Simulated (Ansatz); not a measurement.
**U-r2SCAN0/def2-TZVPPD run of SO (sulfur oxide)**

Aim: the energy change on altering one bond length of SO (sulfur oxide) at U-r2SCAN0/def2-TZVPPD, from 2 runs. 

The calculation is run with Ansatz 0.2.0.

36 further runs of the same task are left out: 4 that didn't finish, 32 set aside as unsound or not needed.

**1. The system as given**

SO: 2 atoms, total charge 0, spin state triplet. As SMILES, `O=S`. The bond length is the measured one.

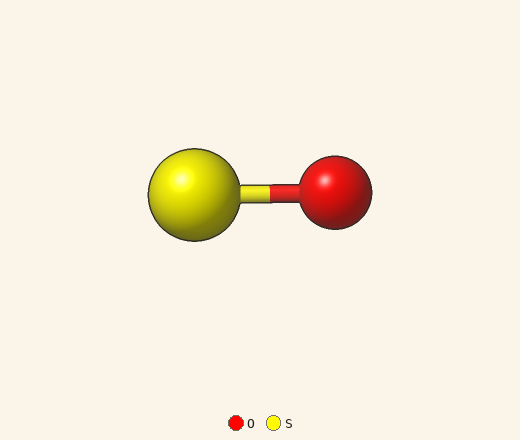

The structure, seen from a chosen angle (oxygen red, sulfur yellow).

**2. A single-point energy at U-r2SCAN0/def2-TZVPPD**

Contents of molecule.yaml:

```yaml
crystal:
  periodic: [false, false, false]
  atoms:
    - {symbol: O, position_ang: [0.000000, 0.000000, 0.000000]}
    - {symbol: S, position_ang: [0.000000, 0.000000, 1.481087]}
basis:
  gaussian: {orbitals: def2-TZVPPD.json}
magnetization: {spin_polarized: true, initial_magnetization: 2}
hamiltonian: {xc: {name: r2SCAN0}}
accuracy: high
output: {orbitals: {seedname: orbitals}}
```

The basis set def2-TZVPPD is read from a file made from the Basis Set Exchange's data (not shown).

Run with:

```bash
$ ansatz run molecule.yaml --threads 1 --pin off --max-ram 3480MiB --events-out events.jsonl --progress --plain --runs-dir runs
```

What it wrote:

```text
Warning: RAYON_NUM_THREADS=1 ignored (pool sized by the plan → 1); use --threads N
Functional definition: r2SCAN0
  name "r2SCAN0"
  parameter a = 0.25
  parameter k0 = 0.174
  parameter k1 = 0.065
  parameter a1 = 4.9479
  exchange = (1 - a)*r2scan_x(k0 = k0, k1 = k1, a1 = a1) + a*exact_x
  correlation = r2scan_c
1205 factors; integrals over basis functions are off by at most 3.4e-9 eV
mean field evaluation 1: about -12876.3181 eV, gradient 3.2e1 eV
mean field evaluation 2: about -12858.5594 eV, gradient 7.3e1 eV
mean field evaluation 4: about -12879.9099 eV, gradient 1.5e0 eV
mean field evaluation 8: about -12880.0545 eV, gradient 2.6e-1 eV
mean field evaluation 16: about -12880.0548 eV, gradient 5.4e-5 eV
mean field -12880.05480836 eV, -473.3332837924 hartree, gradient 6.9e-8 eV, S^2 2.019529; 0 other end points of the search recorded, 0 dependent functions left out
reference -12880.05481198 eV, -473.3332839255 hartree; 13, 11 occupied and 78, 80 virtual orbitals, 1205 factors
Total energy: -12880.05481198 eV, -473.3332839255 hartree
```

Wall time 9.9 s (1 thread of Arm Neoverse V1, shared host); peak memory 0.29 GiB.

**3. The distorted shape, same level**

Contents of run.yaml:

```yaml
crystal:
  periodic: [false, false, false]
  atoms:
    - symbol: O
      position_ang: [0.000000, 0.000000, -1.184913]
    - symbol: S
      position_ang: [0.000000, 0.000000, 1.481087]
basis:
  gaussian: {orbitals: def2-TZVPPD.json}
magnetization: {spin_polarized: true, initial_magnetization: 2}
hamiltonian: {xc: {name: r2SCAN0}}
accuracy: high
output: {orbitals: {seedname: orbitals}}
```

The basis set def2-TZVPPD is read from a file made from the Basis Set Exchange's data (not shown).

Run with:

```bash
$ ansatz run run.yaml --threads 1 --pin off --max-ram 3480MiB --events-out events.jsonl --progress --plain --runs-dir runs
```

What it wrote, cut to the lines that bear on the results:

```text
Warning: RAYON_NUM_THREADS=1 ignored (pool sized by the plan → 1); use --threads N
[... 2 set-up lines as earlier in the session ...]
[...]
1142 factors; integrals over basis functions are off by at most 3.9e-9 eV
[...]
mean field -12874.77512833 eV, -473.1392591300 hartree, gradient 1.2e-8 eV, S^2 2.855168; 17 other end points of the search recorded, 0 dependent functions left out
reference -12874.77513218 eV, -473.1392592715 hartree; 13, 11 occupied and 78, 80 virtual orbitals, 1142 factors
Total energy: -12874.77513218 eV, -473.1392592715 hartree
```

Wall time 2.8 min (1 thread of Arm Neoverse V1, shared host); peak memory 0.34 GiB.

**4. What came out**

At U-r2SCAN0/def2-TZVPPD:

```
                                                         quantity          value
                                        first shape: total energy  -473.33328 Eh
                  first shape: HOMO energy (highest over α and β)       -8.01 eV
                   first shape: LUMO energy (lowest over α and β)       -3.01 eV
                                                first shape: ⟨S²⟩          2.020
                                    distorted shape: total energy  -473.13926 Eh
              distorted shape: HOMO energy (highest over α and β)       -8.26 eV
               distorted shape: LUMO energy (lowest over α and β)       -4.67 eV
                                            distorted shape: ⟨S²⟩          2.855
energy change with the O1–S2 bond stretched from 1.481 to 2.666 Å       5.280 eV
```

In words: With the O1–S2 bond stretched from 1.481 to 2.666 Å the energy rises by 5.28 eV (509 kJ/mol). The first shape isn't relaxed at this level, so the change isn't measured from a minimum. ⟨S²⟩ (distorted shape) is 2.86 where a pure triplet has 2.00: the reference is spin-contaminated.
